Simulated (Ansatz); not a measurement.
## Electronic structure of Cl$_{3}$HSn in real space

Input

```
crystal:
  periodic: [false, false, false]
  atoms:
    - { symbol: Sn, position_ang: [0.0, 0.0, 0.0] }
    - { symbol: H, position_ang: [0.923, 0.0, 1.7063] }
    - { symbol: Cl, position_ang: [2.5085, 0.0, 0.7209] }
    - { symbol: Cl, position_ang: [-1.1351, 1.9666, -0.8025] }
    - { symbol: Cl, position_ang: [-1.1351, -1.9666, -0.8025] }
basis:
  gaussian: { orbitals: def2-SVP }
hamiltonian:
  xc: hf
relax:
  f_tol: 0.15
  max_steps: 25
  restrain:
    - { distance: [1, 2], at: 2.57, k: 30.0 }
    - { distance: [0, 1], at: 1.74, k: 30.0 }
    - { distance: [0, 2], at: 2.41, k: 30.0 }
output:
  orbitals: {}
```

Launched as:

```sh
ansatz run input.yaml --threads 1 --pin off --max-ram 2048MiB --backend cpu --events-out ev --progress --plain --runs-dir out
```

The fields are those of the run's last geometry, not of the input's.

Core potentials replace the inner electrons of Sn; not at a stationary point (largest force 1.7 eV/Å).

Level of theory: Ansatz 0.2.0, RHF/def2-SVP.

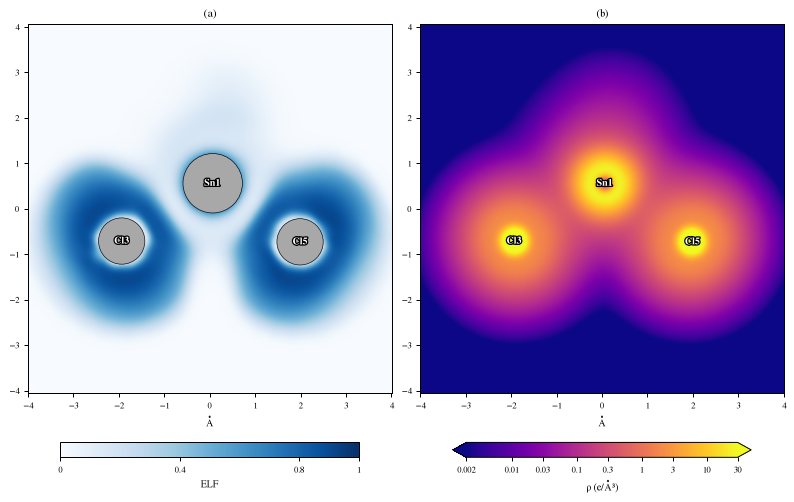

Figure 1. (a) electron localisation function; (b) electron density on the plane of atoms Cl3, Sn1 and Cl5. Grey discs cover the atomic cores in the ELF map.

Question: Describe what can be read from this map.

Answer:
- Atoms in the plane: Sn and Cl.
- Sn–Cl (2.31 Å): ρ at the midpoint is about 0.58 e/Å³; the ELF peaks at about 0.85 in the valence shell of Cl, 0.8 Å from its nucleus, and drops to about 0.15 between the two atoms.
- Sn–Cl (2.37 Å): the density is about 0.52 e/Å³ at the midpoint; the ELF peaks at about 0.85 in the valence shell of Cl, 0.9 Å from its nucleus, and drops to about 0.15 between the two atoms.
- The ELF also peaks beside Cl3 and Cl5, away from the bonds: lone-pair regions.

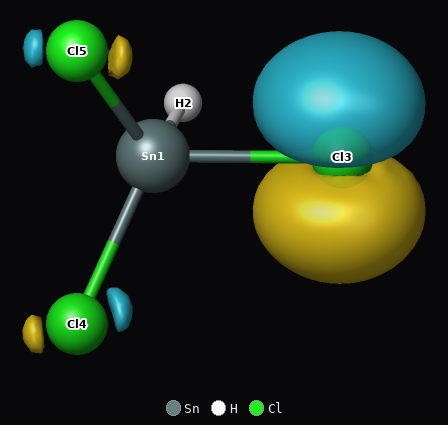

Figure 2. The HOMO−1 at ±0.15 Å⁻³ᐟ² (yellow and cyan are the two phases), seen at a tilt.

Question: Describe this orbital and give its energy.

Answer: Its weight (Hirshfeld) is mainly on Cl3 (about 85 %); largely a lone pair of Cl3. Its energy is −12.34 eV.

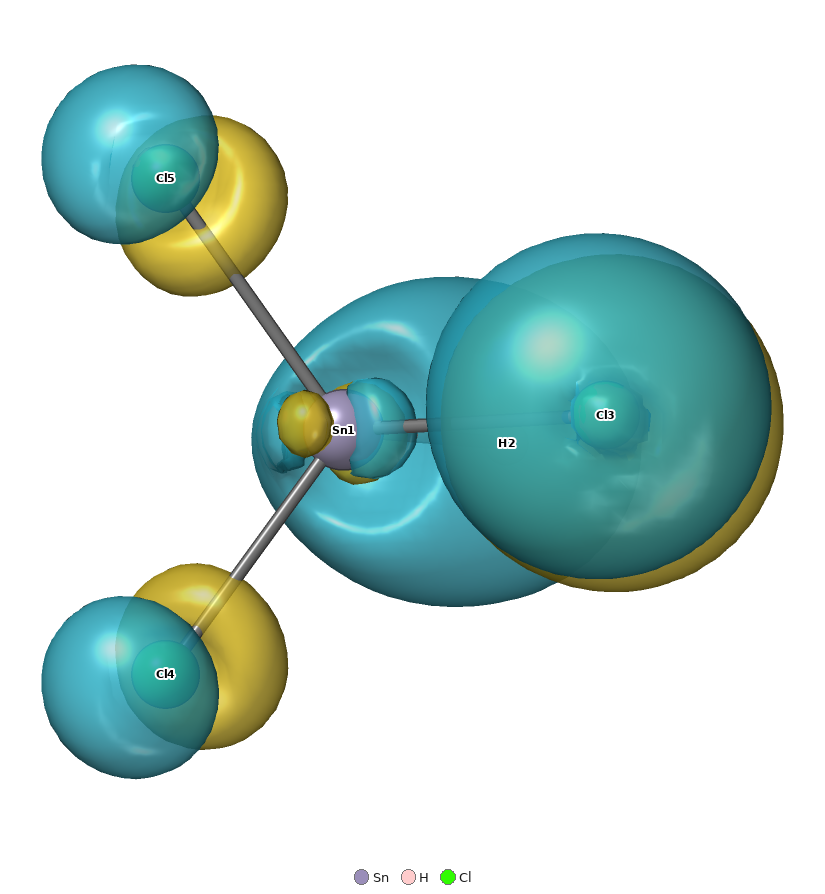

Figure 3. The HOMO at ±0.08 Å⁻³ᐟ² (yellow and cyan are the two phases), seen across its widest extent.

Question: What is the character of this orbital?

Answer: Its weight (Hirshfeld) is mainly on Cl3 (about 60 %), H2 (about 15 %) and Sn1 (about 15 %). Its energy is −11.76 eV.
